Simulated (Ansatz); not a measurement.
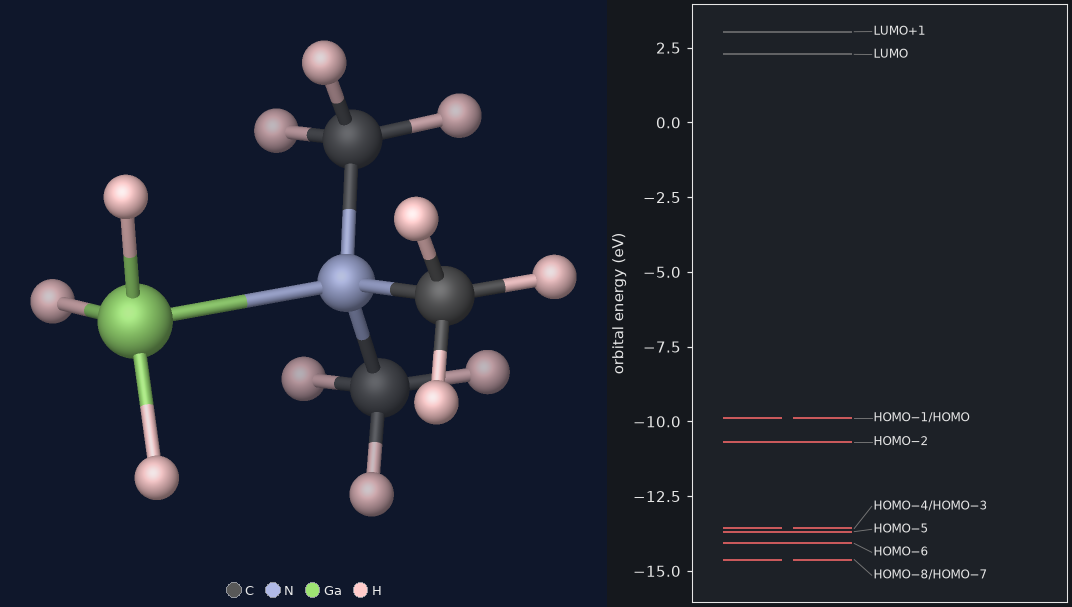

C₃H₁₂GaN, SMILES C[N+](C)(C)[GaH3-], singlet. Kohn-Sham orbital energies near the frontier, ωB97X-V/def2-TZVPP with the Ansatz code 0.2.0, at a PBE0-D4/def2-TZVP geometry (no frequency check), isolated molecule; empty levels in grey, levels within 0.03 eV side by side.

Where do the frontier orbitals lie?

Answer. HOMO at −9.89 eV, LUMO at 2.28 eV, 12.16 eV apart.

Is the HOMO or the LUMO degenerate, or nearly so?

Answer. The HOMO is one of 2 levels that coincide within 0.005 eV and the LUMO stands alone.

List the levels.

Answer.
```
orbital  energy (eV)
 LUMO+1         3.03
   LUMO         2.28
   HOMO        −9.89
 HOMO−1        −9.89
 HOMO−2       −10.68
 HOMO−3       −13.58
 HOMO−4       −13.58
 HOMO−5       −13.68
 HOMO−6       −14.08
 HOMO−7       −14.62
 HOMO−8       −14.62
```

Note: no scalar relativity up to krypton; empty levels above zero depend strongly on the basis.
